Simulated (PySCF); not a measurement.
# WH4: relaxation and vibrations of the singlet

The task is one start of a wider search on WH4: the singlet, from a tetrahedral start. It is relaxed, tested by its Hessian and followed downhill if it is a saddle.

Method: PBE0, basis W def2-TZVP with ECP60, H def2-TZVP, scalar-relativistic core potentials, no spin–orbit coupling, density fitting; program: PySCF 2.14.0.

## Step 1: The system as given

5 atoms, charge 0, spin multiplicity 1.

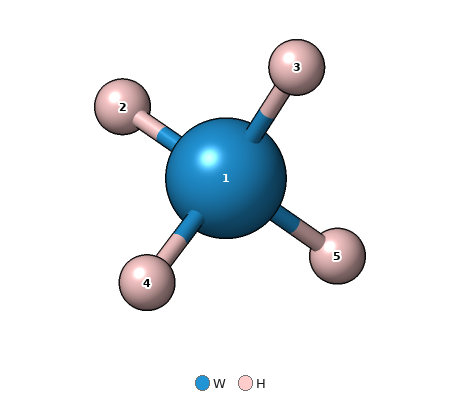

Start geometry, drawn with tungsten blue, hydrogen pink; atoms are numbered from 1 in the order of the file.

Z-matrix (Å, degrees; charge 0 multiplicity 1):
```
W
H  1 1.6900
H  1 1.6900 2 109.47
H  1 1.6900 2 109.47 3 120.00
H  1 1.6900 2 109.47 3 -120.00
```

## Step 2: Relaxation: tetrahedral start, singlet

One driver script runs all steps and calls PySCF; scf.py shows how it sets up the SCF of each step. The optimiser is the driver's own. Before each start the driver seeks the lowest SCF state from one or more starting densities and follows internal instabilities, so scf.py alone need not reach the same state.

The program finds Td symmetry in the start, which this walk keeps. Threshold on the gradient: 0.0003 Eh/bohr, with a further test on the energy change.

Contents of scf.py:

```python
from pyscf import gto, scf, dft
mol = gto.M(atom='''
W      0.000000    -0.000000    -0.000000
H      1.379902    -0.000065     0.975738
H     -1.379902    -0.000000     0.975738
H      0.000033     1.379935    -0.975692
H     -0.000033    -1.379870    -0.975784''',
    basis={'W': 'def2-TZVP', 'H': 'def2-TZVP'},
    ecp={'W': 'def2-TZVP'},
    charge=0, spin=0)
mf = dft.RKS(mol, xc='PBE0')
mf.grids.atom_grid = (50, 194)
aux = {'W': 'def2-universal-JKFIT', 'H': 'def2-universal-JKFIT'}
mf = mf.density_fit(auxbasis=aux)
mf.kernel()
```

Steps of the walk:

```tsv
step	energy (Eh)	change (kJ/mol)	largest symmetric gradient (Eh/bohr)
0	-69.301590	0.00	0.00213
1	-69.301654	-0.17	0.00100
2	-69.301673	-0.22	0.00002
```

The walk ran for 1.8 s (4 threads, shared host).

Positions (Å) and forces (eV/Å) along the way, with the part that breaks the symmetry left in:

```
step 0
W    0.000   0.000   0.000   0.000   0.000   0.000
H    1.380   0.000   0.976   0.011   0.000   0.217
H   -1.380   0.000   0.976  -0.011   0.000   0.217
H    0.000   1.380  -0.976   0.000   0.011  -0.217
H    0.000  -1.380  -0.976   0.000  -0.011  -0.217
step 1
W    0.000   0.000   0.000   0.000   0.000   0.000
H    1.384   0.000   0.978  -0.049   0.000   0.178
H   -1.384   0.000   0.978   0.049   0.000   0.178
H    0.000   1.384  -0.978   0.000  -0.049  -0.178
H    0.000  -1.384  -0.978   0.000   0.049  -0.178
step 2
W    0.000   0.000   0.000   0.000   0.000   0.000
H    1.387   0.000   0.981  -0.100   0.000   0.143
H   -1.387   0.000   0.981   0.100   0.000   0.143
H    0.000   1.387  -0.981   0.000  -0.100  -0.143
H    0.000  -1.387  -0.981   0.000   0.100  -0.143
```

End point (Td, 2 steps, 0.2 kJ/mol gained): W–H 1.698 Å (×4); H–W–H 109.5° (×6). A gradient of 0.0028 Eh/bohr that breaks the symmetry is left: this electronic state wants a lower symmetry.

## Step 3: Relaxing without the symmetry constraint

The geometry is nudged along the force that breaks the symmetry.

The program finds D2d symmetry in the start, which may break. Threshold on the gradient: 0.0003 Eh/bohr, with a further test on the energy change.

Edit scf.py of step 2 so:

```diff
@@ -3,5 +3,5 @@
-W      0.000000    -0.000000    -0.000000
-H      1.379902    -0.000065     0.975738
-H     -1.379902    -0.000000     0.975738
-H      0.000033     1.379935    -0.975692
-H     -0.000033    -1.379870    -0.975784''',
+W     -0.000000    -0.000000     0.000000
+H      1.378970    -0.000067     0.991748
+H     -1.378970    -0.000006     0.991748
+H      0.000031     1.379007    -0.991698
+H     -0.000031    -1.378934    -0.991799''',
```

The optimiser's trace:

```tsv
step	energy (Eh)	change (kJ/mol)	largest gradient (Eh/bohr)
0	-69.301995	0.00	0.00239
1	-69.302397	-1.06	0.00175
2	-69.302783	-2.07	0.00014
3	-69.302784	-2.07	0.00001
```

The walk took 2.4 s.

Geometry (Å) and forces (eV/Å) at some steps:

```
step 0
W    0.000   0.000   0.000   0.000   0.000   0.000
H    1.379   0.000   0.992  -0.080   0.000   0.123
H   -1.379   0.000   0.992   0.080   0.000   0.123
H    0.000   1.379  -0.992   0.000  -0.080  -0.123
H    0.000  -1.379  -0.992   0.000   0.080  -0.123
step 1
W    0.000   0.000   0.000   0.000   0.000   0.000
H    1.366   0.000   1.010  -0.049   0.000   0.090
H   -1.366   0.000   1.010   0.049   0.000   0.090
H    0.000   1.366  -1.010   0.000  -0.049  -0.090
H    0.000  -1.366  -1.010   0.000   0.049  -0.090
step 2
W    0.000   0.000   0.000   0.000   0.000   0.000
H    1.339   0.000   1.050  -0.001   0.000   0.007
H   -1.339   0.000   1.050   0.001   0.000   0.007
H    0.000   1.339  -1.050   0.000  -0.001  -0.007
H    0.000  -1.339  -1.050   0.000   0.001  -0.007
step 3
W    0.000   0.000   0.000   0.000   0.000   0.000
H    1.337   0.000   1.053   0.001   0.000   0.001
H   -1.337   0.000   1.053  -0.001   0.000   0.001
H    0.000   1.337  -1.053   0.000   0.001  -0.001
H    0.000  -1.337  -1.053   0.000  -0.001  -0.001
```

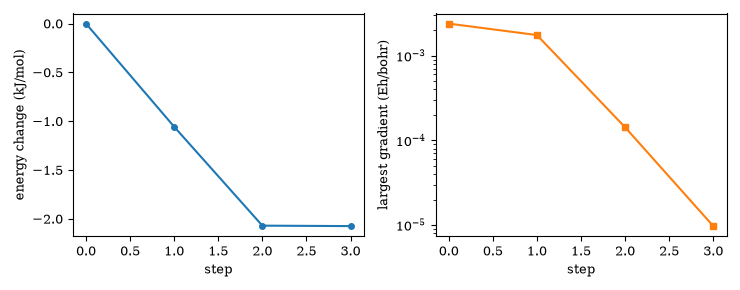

Energy and largest gradient along the walk.

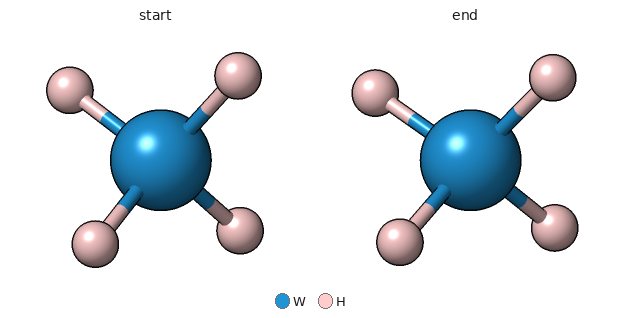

The geometry along the walk, at one scale.

End point (D2d, 3 steps, 2.1 kJ/mol gained): W–H 1.702 Å (×4); H–W–H 103.6° (×2), H–W–H 112.5° (×4).

## Step 4: Frequencies

On the finer grid the gradient is checked again; gradients at displacements of ±0.01 bohr then give force constants and infrared intensities.

Edit scf.py of step 3 so:

```diff
@@ -3,5 +3,5 @@
-W     -0.000000    -0.000000     0.000000
-H      1.378970    -0.000067     0.991748
-H     -1.378970    -0.000006     0.991748
-H      0.000031     1.379007    -0.991698
-H     -0.000031    -1.378934    -0.991799''',
+W     -0.000000     0.000000     0.000000
+H      1.337243    -0.000069     1.052854
+H     -1.337243    -0.000008     1.052854
+H      0.000030     1.337281    -1.052805
+H     -0.000030    -1.337204    -1.052903''',
@@ -12 +12 @@
-mf.grids.atom_grid = (50, 194)
+mf.grids.atom_grid = (75, 302)
```

This SCF starts from the last density.

SCF at the final geometry:

```text
init E= -69.3027732650716
  HOMO = -0.198833564324107  LUMO = -0.129791493077911  gap/eV = 1.87873
cycle= 1 E= -69.3027732647171  delta_E= 3.54e-10  |g|= 4.37e-05  |ddm|= 6.31e-05
  HOMO = -0.198851755798968  LUMO = -0.129809103797451  gap/eV = 1.87875
cycle= 2 E= -69.3027732636511  delta_E= 1.07e-09  |g|= 7.57e-05  |ddm|= 0.000109
  HOMO = -0.198840223086803  LUMO = -0.129797934029637  gap/eV = 1.87874
cycle= 3 E= -69.3027732652482  delta_E= -1.6e-09  |g|= 1.81e-08  |ddm|= 6.92e-05
  HOMO = -0.19884022327615  LUMO = -0.129797933866503  gap/eV = 1.87874
cycle= 4 E= -69.302773265248  delta_E= 2.84e-13  |g|= 6.22e-09  |ddm|= 1.29e-08
  HOMO = -0.19884022353367  LUMO = -0.129797933373  gap/eV = 1.87874
Extra cycle  E= -69.302773265248  delta_E= -7.11e-14  |g|= 5.53e-09  |ddm|= 1.48e-08
converged SCF energy = -69.302773265248
```

The whole step took 6.9 s.

Geometry: D2d; W–H 1.702 Å (×4); H–W–H 103.6° (×2), H–W–H 112.5° (×4).

Modes, for the most abundant isotopes:

```csv
symmetry,ω (cm⁻¹),IR (km/mol),μ (u),type
b2,299,121,1.02,bend
e,552,252,1.02,bend
b1,575,0.0,1.01,bend
a1,717,0.0,1.01,bend
e,1994,330,1.02,stretch
b2,2018,300,1.02,stretch
a1,2048,0.0,1.01,stretch
```

All wavenumbers are real: a minimum.

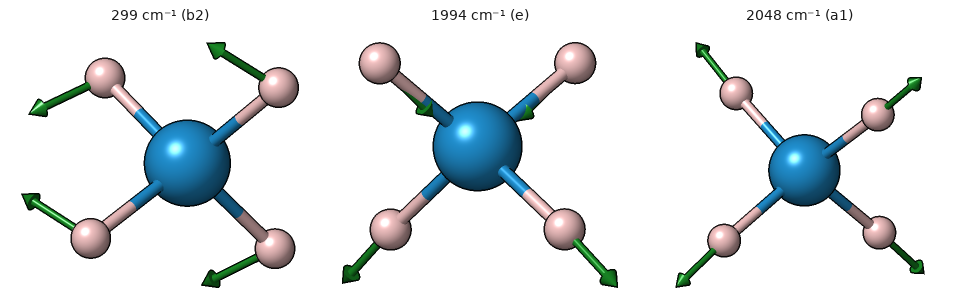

How the atoms move in 3 of the modes.

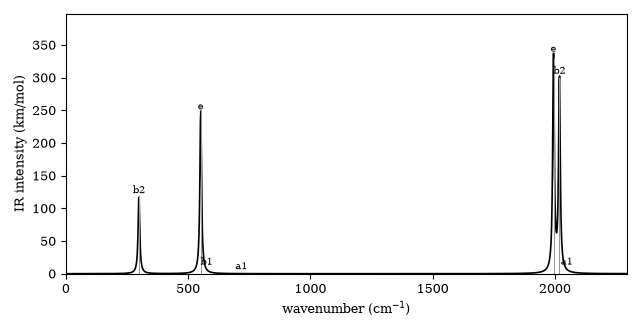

The harmonic infrared spectrum (widths in cm⁻¹). Lines are broadened to a width of 8 cm⁻¹ (Lorentzian).

Properties at this point:

```
Dipole moment                                                   : 0.00 D
Highest occupied level                                          : -5.41 eV
Lowest empty level                                              : -3.53 eV
Rotational constants                                            : 2.338, 2.088, 2.088 cm⁻¹
Zero-point energy                                               : 64.3 kJ/mol
Principal polarisabilities                                      : 43.6, 51.6, 51.6 bohr³
Atomisation energy without zero-point energy                    : 1020 kJ/mol
Principal traceless quadrupole moments about the centre of mass : -0.57, -0.57, 1.13 D Å
Entropy at 298.15 K and 1 bar                                   : 250.5 J/(mol K)
Heat capacity Cp at 298.15 K                                    : 57.8 J/(mol K)
Enthalpy at 298.15 K above 0 K                                  : 12.75 kJ/mol
Rotational symmetry number                                      : 4
```

Charges (e) and bond orders:

| atom | Mulliken | Löwdin | polar tensor | Mayer order to W1 |
| --- | --- | --- | --- | --- |
| W1 | 0.41 | 0.32 | 1.12 | – |
| H2,3,4,5 | -0.10 | -0.08 | -0.28 | 0.99 |

Mulliken populations on W1 (outside its core potential): s 2.85, p 6.35, d 4.37, f 0.03.

## Step 5: Would spin polarisation lower it?

At the lowest minimum the closed shell is tested against spin polarisation, on the (50, 194) grid. It is unstable: an open-shell solution lies lower. That solution was not followed to a minimum here.

## Step 6: Summary of results

```
                            quantity                                                                  value
                             minimum        singlet, D2d (closed shell, unstable towards spin polarisation)
                            geometry                 W–H 1.702 Å (×4); H–W–H 103.6° (×2), H–W–H 112.5° (×4)
                  wavenumbers (cm⁻¹)  299 (b2), 552 (e), 575 (b1), 717 (a1), 1994 (e), 2018 (b2), 2048 (a1)
                       dipole moment                                                                 0.00 D
highest occupied, lowest empty level                                                        -5.41, -3.53 eV
           polar-tensor charge of W1                                                                +1.12 e
                   zero-point energy                                                            64.3 kJ/mol
```

What this shows: The tetrahedral start (Td) ends in a minimum of D2d symmetry. The strongest infrared band lies at 1994 cm⁻¹ (e, stretch). W1 has a polar-tensor charge of +1.1 e (a dipole derivative, not a static charge), yet symmetry cancels the bond dipoles. Other starts or spin states, not run here, may lie lower. The closed shell proved unstable towards spin polarisation, so a lower open-shell solution exists. Spin–orbit coupling, left out here, can matter for elements this heavy.

The search up to here ran for 14 s (4 threads, shared host).
